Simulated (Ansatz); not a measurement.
The calculation's input:

```
crystal:
  periodic: [false, false, false]
  atoms:
    - {symbol: Ga, position_ang: [-0.099578, 1.260492, 0.174043]}
    - {symbol: H, position_ang: [-1.468187, 1.955219, -0.080255]}
    - {symbol: O, position_ang: [1.304507, 1.337395, -0.961531]}
    - {symbol: O, position_ang: [0.437461, 0.848590, 1.845581]}
    - {symbol: H, position_ang: [-1.095415, -2.135162, -1.510913]}
    - {symbol: As, position_ang: [-0.644347, -1.414787, -0.258595]}
    - {symbol: H, position_ang: [1.124204, 1.811626, -1.774529]}
    - {symbol: H, position_ang: [1.391302, 0.750039, 1.891717]}
    - {symbol: H, position_ang: [-1.540907, -2.165802, 0.697083]}
    - {symbol: H, position_ang: [0.590959, -2.247609, -0.022601]}
basis:
  gaussian: {orbitals: def2-TZVPP}
hamiltonian: {xc: pbe0, dispersion: d4}
output: {orbitals: {seedname: orbitals}}
```

Run with:

```sh
ansatz run in.yaml --threads 8 --pin off --events-out ev --progress --plain --max-ram 19148MiB
```

The reactant side of a reaction path; geometry: PBE0-D4/def2-TZVP.

Theory: RKS PBE0-D4/def2-TZVPP (Ansatz).

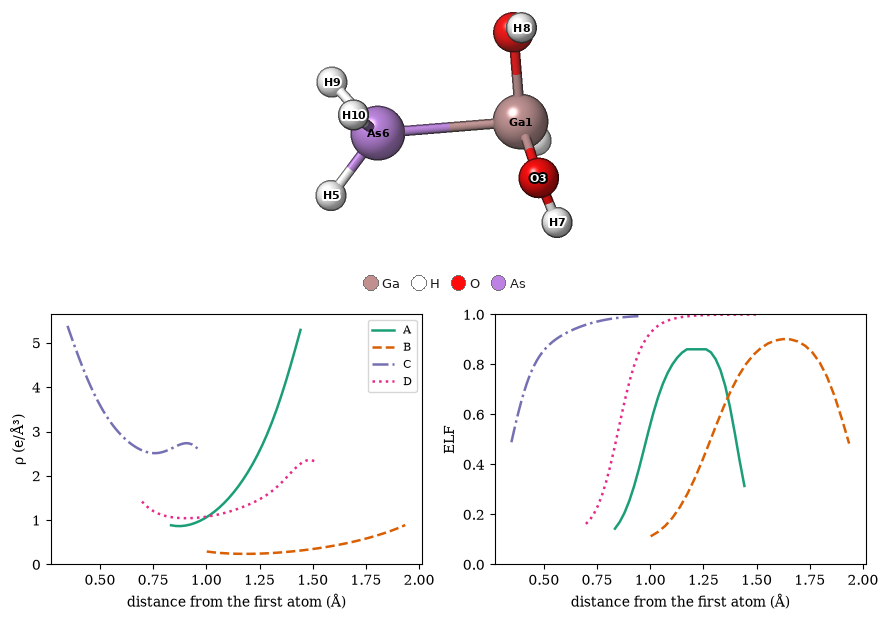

AsGaH6O2. Total electron density and ELF along straight lines between neighbouring atoms. The curves leave out the atomic cores. The structure is drawn too.

> Which curve belongs to which contact (As–H, Ga–As, Ga–O and O–H)? The first atom named is at distance zero.

Curve A: Ga–O (1.80 Å): the density is about 0.88 e/Å³ at the midpoint; the ELF peaks at about 0.85 in the valence shell of O, 0.6 Å from its nucleus, and is about 0.25 at the midpoint. Curve B: Ga–As (2.76 Å): the density is about 0.29 e/Å³ at the midpoint, with its minimum of 0.24 e/Å³ about 1.2 Å from Ga; the ELF peaks at about 0.90 between the atoms: a covalent bond. Curve C: O–H (0.96 Å): the density is about 3.8 e/Å³ at the midpoint; the ELF climbs to about 1 towards the hydrogen, as it does in any bond to H (a covalent bond by its length). Curve D: As–H (1.51 Å): the density is about 1.2 e/Å³ at the midpoint; the ELF climbs to about 1 towards the hydrogen.
